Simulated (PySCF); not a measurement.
C4H12Si, SMILES C[SiH2]C(C)C at its GFN2-xTB optimised geometry (Å):

```
17

Si     0.5431    -1.4712     0.0000
C     -0.0933    -2.3839     1.5376
C     -0.0714     0.3403     0.0000
C      0.4892     1.1082    -1.1941
C     -1.5964     0.4268     0.0040
H      0.0605    -2.1487    -1.2120
H      2.0132    -1.4712     0.0000
H     -1.1755    -2.4745     1.5319
H      0.3170    -3.3876     1.5831
H      0.1901    -1.8718     2.4527
H      0.2902     0.8354     0.9089
H      0.1451     0.6665    -2.1270
H      0.1658     2.1487    -1.1727
H      1.5766     1.0888    -1.1913
H     -2.0087    -0.0512    -0.8827
H     -2.0132    -0.0621     0.8816
H     -1.9231     1.4667     0.0088
```

Method: B3LYP/def2-SVP (PySCF). Cells within 0.4 Å of a nucleus heavier than hydrogen are left out (blank, or x).

Map of the deformation density (molecule minus spherical neutral atoms) (e/bohr³) on the plane z = 1.2 Å:

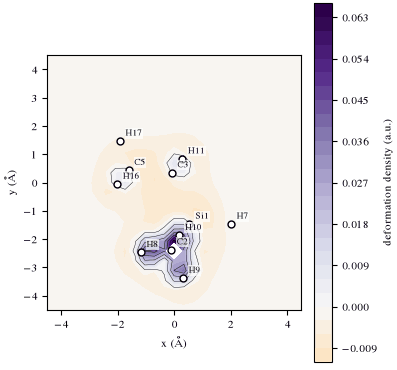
Figure. Deformation density (molecule minus spherical neutral atoms) (e/bohr³) on the plane z = 1.2 Å.
